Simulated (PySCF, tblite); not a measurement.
# C₅H₂F₃O₂−: a rotation path, then NMR shifts on frames, part 2 of 2

tblite 0.8.0 and PySCF 2.14.0. Atoms count from 0.

## Step 5: Shielding tensors: image 4, PBE0/pcSseg-1

Job settings and geometry (Å):

```
{"job": {"kind": "nmr", "xc": "PBE0", "basis": "pcSseg-1", "pop": false}, "charge": -1, "multiplicity": 1}
O      2.704700    -1.503600     0.230400
C      1.754800    -0.730000     0.105100
C      1.689600     0.657700    -0.141300
C      0.349100     1.021300    -0.187200
C     -0.393900    -0.117400     0.028200
C     -1.830700    -0.323100     0.079200
F     -2.503200     0.040700    -1.072000
F     -2.483300     0.441300     1.025800
F     -2.214300    -1.582800     0.321900
O      0.446900    -1.200200     0.207400
H      2.543600     1.295600    -0.261400
H     -0.062200     1.999800    -0.362100
```

Method: GIAO PBE0/pcSseg-1 NMR shielding, non-relativistic, gas phase.

What it wrote:

```text
coarse grid: 12104 points
cycle   1  E = -640.6520020495  dE =  2.014e+00  |g| = 1.260e+00  |ddm| = 3.521e+00
cycle   2  E = -639.7494912793  dE =  9.025e-01  |g| = 2.457e+00  |ddm| = 3.370e+00
cycle   3  E = -640.8942757692  dE = -1.145e+00  |g| = 4.879e-01  |ddm| = 2.876e+00
cycle   4  E = -640.9408233566  dE = -4.655e-02  |g| = 1.705e-01  |ddm| = 5.902e-01
cycle   5  E = -640.9453216242  dE = -4.498e-03  |g| = 6.077e-02  |ddm| = 1.269e-01
cycle   6  E = -640.9460072276  dE = -6.856e-04  |g| = 2.009e-02  |ddm| = 5.844e-02
cycle   7  E = -640.9460858768  dE = -7.865e-05  |g| = 5.623e-03  |ddm| = 1.887e-02
cycle   8  E = -640.9460920366  dE = -6.160e-06  |g| = 1.754e-03  |ddm| = 6.741e-03
final grid: 124016 points
cycle   9  E = -641.0463931152  dE = -3.496e-05  |g| = 1.378e-02  |ddm| = 3.340e-02
cycle  10  E = -641.0463313348  dE =  6.178e-05  |g| = 2.292e-02  |ddm| = 2.723e-02
cycle  11  E = -641.0464270638  dE = -9.573e-05  |g| = 1.742e-03  |ddm| = 1.902e-02
cycle  12  E = -641.0464276094  dE = -5.456e-07  |g| = 5.404e-04  |ddm| = 2.017e-03
cycle  13  E = -641.0464276521  dE = -4.271e-08  |g| = 2.214e-04  |ddm| = 5.900e-04
cycle  14  E = -641.0464276621  dE = -1.004e-08  |g| = 6.139e-05  |ddm| = 2.337e-04
cycle  15  E = -641.0464276628  dE = -6.478e-10  |g| = 1.950e-05  |ddm| = 5.618e-05
converged SCF energy = -641.0464276628

GIAO shielding tensors (ppm)
atom      isotropic    diamagn.    paramagn.     s11        s22        s33       span
  0 O       55.278     399.179    -343.901    -92.546    -39.929    298.308    390.854
  1 C       12.359     242.322    -229.962    -72.564     48.402     61.240    133.804
  2 C      109.133     256.176    -147.042     64.308    112.224    150.868     86.560
  3 C       61.306     252.002    -190.696    -31.250     52.087    163.080    194.330
  4 C       70.703     256.479    -185.777     27.246     80.291    104.570     77.324
  5 C       51.333     237.530    -186.197     44.852     51.098     58.050     13.199
  6 F      218.483     475.447    -256.964    131.873    176.634    346.941    215.069
  7 F      219.836     475.381    -255.545    133.702    178.894    346.911    213.209
  8 F      269.541     471.234    -201.693    195.526    271.914    341.184    145.658
  9 O       62.107     403.003    -340.895   -132.433    114.521    204.235    336.668
 10 H       27.631      32.238      -4.607     24.792     27.871     30.230      5.439
 11 H       25.157      32.541      -7.384     23.847     24.250     27.373      3.527
```

Wall time 18 s (1 thread of Arm Neoverse V2, shared host); peak memory 0.84 GiB.

This run: δ C1 174.6, C5 135.6, C3 125.6, C4 116.2, H11 6.56, H10 4.09 ppm.

## Step 6: Shielding tensors: image 6, PBE0/pcSseg-1

Job settings and geometry (Å):

```
{"job": {"kind": "nmr", "xc": "PBE0", "basis": "pcSseg-1", "pop": false}, "charge": -1, "multiplicity": 1}
O      2.689100    -1.534400    -0.022700
C      1.746300    -0.742400    -0.025200
C      1.692200     0.667100    -0.073200
C      0.355100     1.045300    -0.042300
C     -0.395700    -0.106100     0.038600
C     -1.831300    -0.318100     0.067700
F     -2.453000    -0.440600    -1.172500
F     -2.510000     0.716400     0.631500
F     -2.231200    -1.426600     0.723200
O      0.436300    -1.210600     0.033000
H      2.552200     1.307200    -0.113000
H     -0.048600     2.042200    -0.071100
```

With the program's defaults for keys left out, this is: GIAO PBE0/pcSseg-1 NMR shielding, non-relativistic, gas phase.

What it wrote:

```text
coarse grid: 12104 points
cycle   1  E = -640.6559260307  dE =  2.013e+00  |g| = 1.258e+00  |ddm| = 3.514e+00
cycle   2  E = -639.7682461183  dE =  8.877e-01  |g| = 2.444e+00  |ddm| = 3.344e+00
cycle   3  E = -640.8987558104  dE = -1.131e+00  |g| = 4.799e-01  |ddm| = 2.847e+00
cycle   4  E = -640.9437568237  dE = -4.500e-02  |g| = 1.685e-01  |ddm| = 5.825e-01
cycle   5  E = -640.9481436010  dE = -4.387e-03  |g| = 5.950e-02  |ddm| = 1.256e-01
cycle   6  E = -640.9488018086  dE = -6.582e-04  |g| = 1.958e-02  |ddm| = 5.720e-02
cycle   7  E = -640.9488761182  dE = -7.431e-05  |g| = 5.469e-03  |ddm| = 1.841e-02
cycle   8  E = -640.9488819794  dE = -5.861e-06  |g| = 1.710e-03  |ddm| = 6.597e-03
final grid: 124016 points
cycle   9  E = -641.0483615737  dE = -3.258e-05  |g| = 1.388e-02  |ddm| = 3.172e-02
cycle  10  E = -641.0482996024  dE =  6.197e-05  |g| = 2.304e-02  |ddm| = 2.713e-02
cycle  11  E = -641.0483958470  dE = -9.624e-05  |g| = 1.698e-03  |ddm| = 1.896e-02
cycle  12  E = -641.0483963692  dE = -5.222e-07  |g| = 5.103e-04  |ddm| = 1.967e-03
cycle  13  E = -641.0483964061  dE = -3.695e-08  |g| = 2.212e-04  |ddm| = 5.705e-04
cycle  14  E = -641.0483964160  dE = -9.863e-09  |g| = 6.060e-05  |ddm| = 2.295e-04
cycle  15  E = -641.0483964166  dE = -6.139e-10  |g| = 1.901e-05  |ddm| = 5.438e-05
converged SCF energy = -641.0483964166

GIAO shielding tensors (ppm)
atom      isotropic    diamagn.    paramagn.     s11        s22        s33       span
  0 O       52.460     399.177    -346.717    -97.020    -42.153    296.553    393.573
  1 C       11.685     242.305    -230.620    -73.226     47.708     60.572    133.798
  2 C      110.010     256.230    -146.220     66.255    112.520    151.256     85.001
  3 C       61.243     252.035    -190.792    -31.584     52.702    162.611    194.195
  4 C       71.254     256.227    -184.973     30.141     78.887    104.733     74.592
  5 C       51.959     237.430    -185.471     47.586     48.603     59.689     12.103
  6 F      212.353     475.193    -262.840    111.143    177.184    348.731    237.588
  7 F      253.554     474.551    -220.997    172.710    229.974    357.979    185.268
  8 F      256.679     472.016    -215.337    173.186    255.954    340.897    167.711
  9 O       63.666     403.240    -339.573   -126.424    109.629    207.793    334.217
 10 H       27.714      32.249      -4.535     24.844     27.897     30.400      5.556
 11 H       25.151      32.659      -7.508     23.905     24.190     27.356      3.451
```

Wall time 18 s (1 thread of Arm Neoverse V2, shared host); peak memory 0.84 GiB.

In short: δ C1 175.2, C5 135.0, C3 125.7, C4 115.7, H11 6.57, H10 4.00 ppm.

## Step 7: Nuclear shieldings: image 8, PBE0/pcSseg-1

Job settings and geometry (Å):

```
{"job": {"kind": "nmr", "xc": "PBE0", "basis": "pcSseg-1", "pop": false}, "charge": -1, "multiplicity": 1}
O      2.692600    -1.517100    -0.273500
C      1.748600    -0.736500    -0.149600
C      1.692200     0.665000     0.002200
C      0.355200     1.031700     0.099200
C     -0.394300    -0.118600     0.010300
C     -1.833300    -0.311500     0.035700
F     -2.381000    -0.886200    -1.083200
F     -2.497400     0.858200     0.177500
F     -2.315800    -1.106700     1.044800
O      0.437800    -1.212100    -0.143000
H      2.546400     1.312700     0.031900
H     -0.049900     2.020600     0.221600
```

Level: GIAO PBE0/pcSseg-1 NMR shielding, non-relativistic, gas phase.

What it wrote:

```text
coarse grid: 12104 points
cycle   1  E = -640.6578632699  dE =  2.015e+00  |g| = 1.256e+00  |ddm| = 3.512e+00
cycle   2  E = -639.7778319031  dE =  8.800e-01  |g| = 2.437e+00  |ddm| = 3.309e+00
cycle   3  E = -640.9007868067  dE = -1.123e+00  |g| = 4.749e-01  |ddm| = 2.815e+00
cycle   4  E = -640.9447968887  dE = -4.401e-02  |g| = 1.680e-01  |ddm| = 5.772e-01
cycle   5  E = -640.9491676540  dE = -4.371e-03  |g| = 5.863e-02  |ddm| = 1.255e-01
cycle   6  E = -640.9498070815  dE = -6.394e-04  |g| = 1.925e-02  |ddm| = 5.628e-02
cycle   7  E = -640.9498782591  dE = -7.118e-05  |g| = 5.347e-03  |ddm| = 1.786e-02
cycle   8  E = -640.9498839423  dE = -5.683e-06  |g| = 1.660e-03  |ddm| = 6.527e-03
final grid: 124016 points
cycle   9  E = -641.0498272457  dE = -3.242e-05  |g| = 1.380e-02  |ddm| = 3.282e-02
cycle  10  E = -641.0497651751  dE =  6.207e-05  |g| = 2.299e-02  |ddm| = 2.719e-02
cycle  11  E = -641.0498611520  dE = -9.598e-05  |g| = 1.810e-03  |ddm| = 1.908e-02
cycle  12  E = -641.0498617479  dE = -5.959e-07  |g| = 5.052e-04  |ddm| = 2.032e-03
cycle  13  E = -641.0498617840  dE = -3.611e-08  |g| = 2.236e-04  |ddm| = 5.745e-04
cycle  14  E = -641.0498617941  dE = -1.008e-08  |g| = 5.937e-05  |ddm| = 2.307e-04
cycle  15  E = -641.0498617947  dE = -5.894e-10  |g| = 1.863e-05  |ddm| = 5.378e-05
converged SCF energy = -641.0498617947

GIAO shielding tensors (ppm)
atom      isotropic    diamagn.    paramagn.     s11        s22        s33       span
  0 O       50.533     399.133    -348.599    -99.509    -41.977    293.086    392.596
  1 C       11.043     242.272    -231.230    -73.973     46.174     60.927    134.901
  2 C      111.358     256.235    -144.876     68.401    113.541    152.132     83.731
  3 C       60.620     252.225    -191.606    -33.321     53.537    161.643    194.964
  4 C       71.830     256.221    -184.391     31.608     79.226    104.656     73.048
  5 C       52.781     237.215    -184.434     48.317     51.250     58.776     10.459
  6 F      233.097     473.560    -240.463    133.341    220.309    345.642    212.301
  7 F      269.727     474.246    -204.518    192.546    249.535    367.100    174.554
  8 F      233.000     473.515    -240.515    133.100    219.875    346.025    212.925
  9 O       65.943     403.428    -337.485   -121.026    107.930    210.926    331.952
 10 H       27.806      32.306      -4.500     24.894     27.937     30.587      5.693
 11 H       25.141      32.907      -7.766     23.949     23.968     27.505      3.556
```

It took 18 s on 1 thread of Arm Neoverse V2, shared host; peak memory 0.84 GiB.

In short: δ C1 175.9, C5 134.1, C3 126.3, C4 115.1, H11 6.58, H10 3.91 ppm.

## Step 8: Side by side: NMR shifts

Shifts (ppm) of some atoms, chosen among heavy atoms and hydrogens apart, with basis size and wall time:

```tsv
frame	H11	H10	O0	O9	F7	F8	F6	functions	time
image 0	6.58	3.90	285.4	270.2	-62.0	-62.2	-98.8	180	18 s
image 2	6.57	4.01	283.6	272.1	-40.8	-87.4	-80.4	180	18 s
image 4	6.56	4.09	280.8	274.0	-48.9	-98.6	-47.5	180	18 s
image 6	6.57	4.00	283.6	272.4	-82.6	-85.7	-41.4	180	18 s
image 8	6.58	3.91	285.5	270.1	-98.8	-62.1	-62.2	180	18 s
```

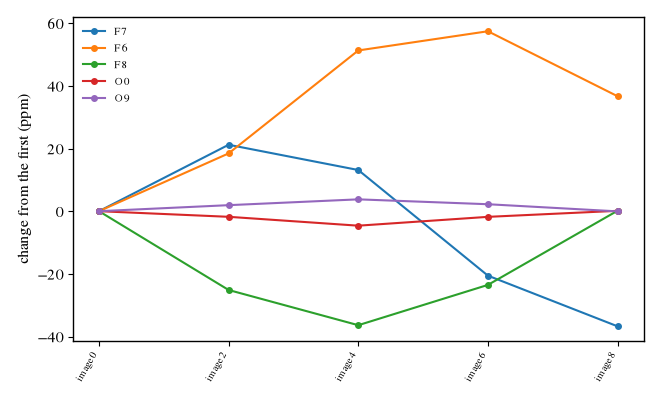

How five of the tabulated atoms move from run to run.

## Step 9: Results

What follows sums up all 2 parts.

| quantity | value |
| --- | --- |
| barrier | 0.014 eV (0.3 kcal/mol) at image 4 |
| end to end (GFN2-xTB) | 0.000 eV |
| ¹³C shifts against TMS (PBE0/pcSseg-1, image 0) | 175.8, 134.1, 126.3, 115.0, 75.5 ppm |
| ¹H shifts against TMS (PBE0/pcSseg-1, image 0) | 6.58, 3.90 ppm |
| ¹⁷O shifts against H2O (PBE0/pcSseg-1, image 0) | 285.4, 270.2 ppm |
| ¹⁹F shifts against CFCl3 (PBE0/pcSseg-1, image 0) | -62.0, -62.2, -98.8 ppm |
| range of the shift of F7 | -98.8 to -40.8 ppm |

What this shows: Along the band the dihedral turns by 120°, and the top (dihedral 123°) lies 0.3 kcal/mol above the start (GFN2-xTB, rough), so at room temperature this motion is fast. The top was not checked by a frequency run. Shifts at one fixed geometry are not the observed spectrum, which averages over the motion. In the first frame run (image 0): The widest tensor belongs to O0: span 393 ppm, with a paramagnetic part of -348 ppm. Across the 5 runs the shift of F7 moves most, between -98.8 (image 8) and -40.8 ppm (image 2).
